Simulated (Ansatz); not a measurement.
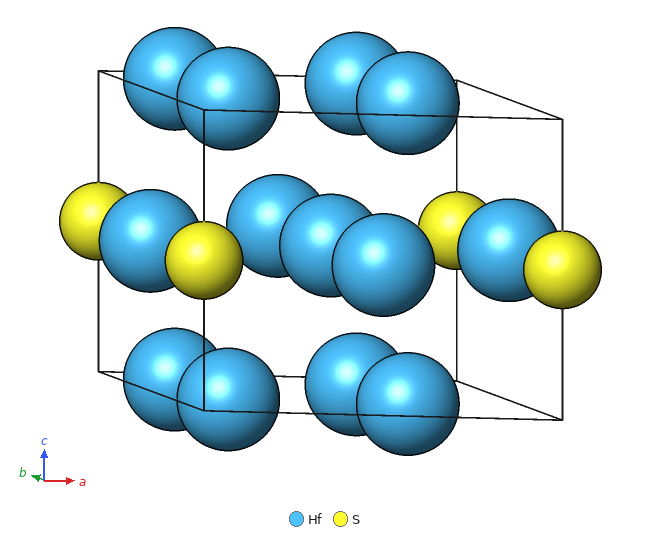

View slightly off an axis, drawn as a spheres-only model. The parallelepiped is the simulation cell.

```yaml
crystal:
  lattice:
    - [6.20107, 0.00000, 0.00000]
    - [-3.10054, 5.37029, 0.00000]
    - [0.00000, 0.00000, 5.09490]
  atoms:
    - { symbol: Hf, position: [0.50107, 0.00214, 0.50000] }
    - { symbol: Hf, position: [0.99786, 0.49893, 0.50000] }
    - { symbol: Hf, position: [0.50107, 0.49893, 0.50000] }
    - { symbol: Hf, position: [0.16438, 0.83562, 0.00000] }
    - { symbol: Hf, position: [0.67125, 0.83562, 0.00000] }
    - { symbol: Hf, position: [0.16438, 0.32875, 0.00000] }
    - { symbol: Hf, position: [0.66667, 0.33333, 0.00000] }
    - { symbol: S, position: [0.00000, 0.00000, 0.50000] }
```

Setup: DFT PBE, scalar-relativistic, plane waves, PAW in Ansatz 0.2.0; a kinetic-energy cutoff of 420 eV, a 6×6×8 mesh of k-points, Gaussian smearing of 0.1 eV, no spin polarisation.

### How are the electrons shared out in a Bader analysis?

Hf -0.03 to +0.25 e; S -1.27 e.

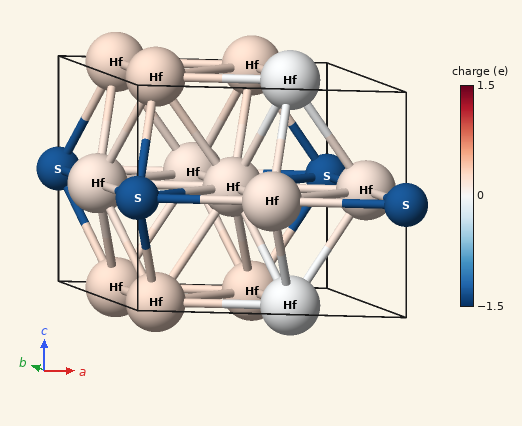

The atoms coloured by those charges.

Origin of the cell: a structure type filled with these elements by a generator (whether the compound takes this form wasn't checked). Earlier steps of the study, as a rule a relaxation of our own, may have changed the cell and positions, so they can lie some per cent off the listed ones. A calculation with Ansatz used it as input.
